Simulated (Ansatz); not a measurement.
# SnGeH6 (SMILES [GeH3][SnH3]): revPBE/def2-SVP (core potential)

Aim: the electronic atomisation energy of SnGeH6 at revPBE/def2-SVP (core potential), from 4 runs. 

The results are computed with Ansatz 0.2.0.

41 further runs of the same task are left out: 41 set aside as unsound or not needed.

### Step 1. Starting point

SnGeH6 has 8 atoms, charge 0, and is taken as a singlet. SMILES: `[GeH3][SnH3]`. Geometry: relaxed at PBE0-D4/def2-TZVP.

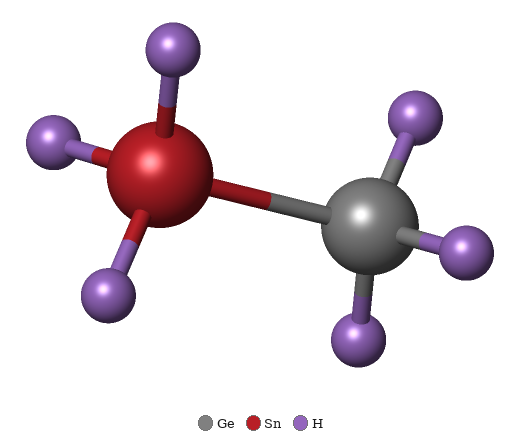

Viewed from a chosen angle; germanium grey, tin red, hydrogen purple.

### Step 2. A single-point energy at revPBE/def2-SVP (core potential)

molecule.yaml

```yaml
crystal:
  periodic: [false, false, false]
  atoms:
    - {symbol: Ge, position_ang: [-0.754100, 0.285800, -1.041300]}
    - {symbol: Sn, position_ang: [0.751500, -0.290300, 0.992300]}
    - {symbol: H, position_ang: [-1.830800, 1.307300, -0.639500]}
    - {symbol: H, position_ang: [-1.453400, -0.978600, -1.567000]}
    - {symbol: H, position_ang: [0.087500, 0.886500, -2.179300]}
    - {symbol: H, position_ang: [-0.187600, -0.932800, 2.265200]}
    - {symbol: H, position_ang: [1.931000, -1.444200, 0.553800]}
    - {symbol: H, position_ang: [1.547900, 1.109100, 1.560100]}
basis:
  gaussian:
    orbitals: def2-SVP
hamiltonian:
  xc: {name: revPBE}
accuracy: high
output: {orbitals: {seedname: orbitals}}
```

On the command line:

```bash
$ ansatz run molecule.yaml --threads 1 --pin off --max-ram 3480MiB --events-out events.jsonl --progress --plain --runs-dir runs
```

The log of the run:

```text
Warning: RAYON_NUM_THREADS=1 ignored (pool sized by the plan → 1); use --threads N
Functional definition: revPBE
  name "revPBE"
  parameter kappa = 1.245
  parameter beta = 0.06672455060314922
  exchange = pbe_x(kappa = kappa, mu = beta*pi^2/3)
  correlation = pbe_c(beta = beta)
2024 factors; integrals over basis functions are off by at most 1.1e-8 eV
mean field evaluation 1: about -62435.3218 eV, gradient 2.3e1 eV
mean field evaluation 2: about -62435.7685 eV, gradient 2.2e1 eV
mean field evaluation 4: about -62436.4455 eV, gradient 5.7e-1 eV
mean field evaluation 8: about -62436.4367 eV, gradient 2.5e-2 eV
mean field evaluation 16: about -62436.4367 eV, gradient 1.7e-6 eV
mean field -62436.43666902 eV, -2294.4967266495 hartree, gradient 2.6e-8 eV, S^2 0.000000; 0 other end points of the search recorded, 0 dependent functions left out
reference -62436.43667406 eV, -2294.4967268347 hartree; 30, 30 occupied and 58, 58 virtual orbitals, 2024 factors
Total energy: -62436.43667406 eV, -2294.4967268347 hartree
```

Run time: 6 s. Hardware: 1 thread of Arm Neoverse V2, shared host; peak memory 0.23 GiB.

### Step 3. The Ge atom

run.yaml

```yaml
crystal:
  periodic: [false, false, false]
  atoms:
    - {symbol: Ge, position_ang: [0.000000, 0.000000, 0.000000]}
basis:
  gaussian: {orbitals: def2-SVP}
magnetization: {spin_polarized: true, initial_magnetization: 2}
hamiltonian: {xc: {name: revPBE}}
accuracy: high
```

Run the same way, it converges to -2076.50094 Eh (log not shown).

### Step 4. The H atom, same level

job.yaml

```yaml
crystal:
  periodic: [false, false, false]
  atoms:
    - symbol: H
      position_ang: [0.000000, 0.000000, 0.000000]
basis:
  gaussian: {orbitals: def2-SVP}
magnetization: {spin_polarized: true, initial_magnetization: 1}
hamiltonian: {xc: {name: revPBE}}
accuracy: high
```

Run the same way, it converges to -0.50319 Eh (log not shown).

### Step 5. The Sn atom

job.yaml

```yaml
crystal:
  periodic: [false, false, false]
  atoms:
    - symbol: Sn
      position_ang: [0.000000, 0.000000, 0.000000]
basis:
  gaussian:
    orbitals: def2-SVP
magnetization:
  spin_polarized: true
  initial_magnetization: 2
hamiltonian:
  xc: {name: revPBE}
accuracy: high
```

Run the same way, it converges to -214.29797 Eh (log not shown).

### Step 6. Results

At revPBE/def2-SVP (core potential):

```
                     quantity           value
       molecule: total energy  -2294.49673 Eh
        molecule: HOMO energy        -6.81 eV
        molecule: LUMO energy        -0.63 eV
      molecule: HOMO–LUMO gap         6.18 eV
        Ge atom: total energy  -2076.50094 Eh
                Ge atom: ⟨S²⟩           2.002
         H atom: total energy     -0.50319 Eh
                 H atom: ⟨S²⟩           0.750
        Sn atom: total energy   -214.29797 Eh
                Sn atom: ⟨S²⟩           2.002
electronic atomisation energy       18.467 eV
```

**Reading.** Taking the molecule apart into free atoms costs 18.47 eV (426 kcal/mol), before zero-point energy and without spin-orbit coupling.
